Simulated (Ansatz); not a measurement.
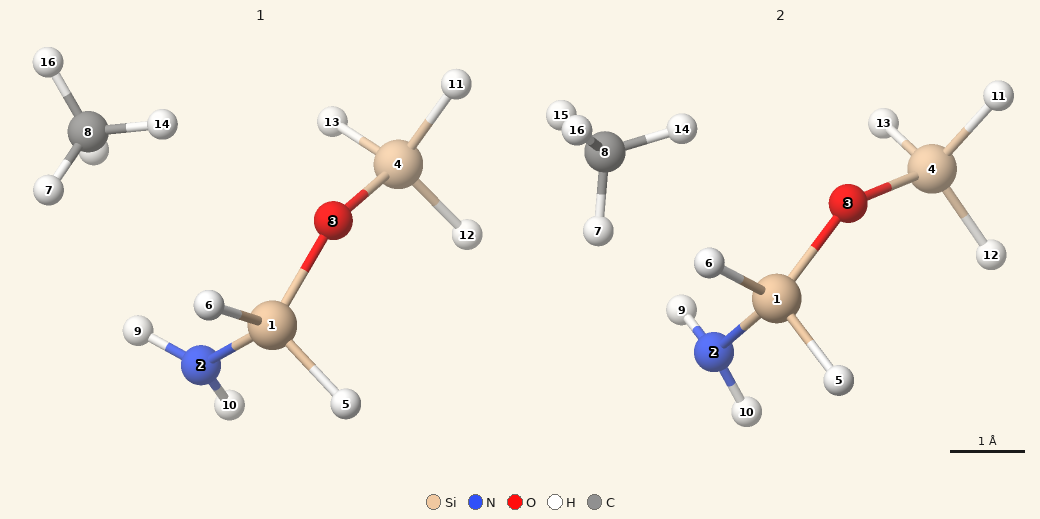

Two geometries of CH11NOSi2, drawn at one scale. One is the start of a relaxation, the other its converged end. Style: ball-and-stick. Shown at a tilt.

All numbers below come from Ansatz 0.2.0, RKS B3LYP-D4/def2-SVP. Settings: no spin polarisation; force threshold 0.03 eV/Å; at most 50 steps.

Question: Which one is relaxed?

Answer: Structure 1 is the relaxed one. The run prepares an end point of a later path (reaction) calculation, from a guessed geometry. The energy falls by 19.6 kJ/mol in 21 accepted moves (24 points after the start). The largest force component goes from 1.1 to 0.03 eV/Å. The line search rejected the trial steps at points 3, 19, 20 of the run. The forces were under the threshold at step 6, but the run went on from there. H16 moves most after the best rigid fit: 1.37 Å. By element the largest moves are H 1.37 Å, Si 0.42 Å, C 0.31 Å, O 0.28 Å, N 0.22 Å. Among the contacts that change: Si1–N2 1.780 → 1.720 Å, H7–C8 1.085 → 1.100 Å, Si1–H6 1.477 → 1.483 Å, Si1–O3 1.670 → 1.674 Å. Bond angles that change, for instance: Si1–N2–H10 116.0° → 121.7°, N2–Si1–H6 112.8° → 109.4°, N2–Si1–H5 103.4° → 106.7°. Groups turn about Si1–N2 by about 20°. Cost: 93 s on 4 threads of Arm Neoverse N1, with other jobs on the host, peak memory 0.34 GiB.
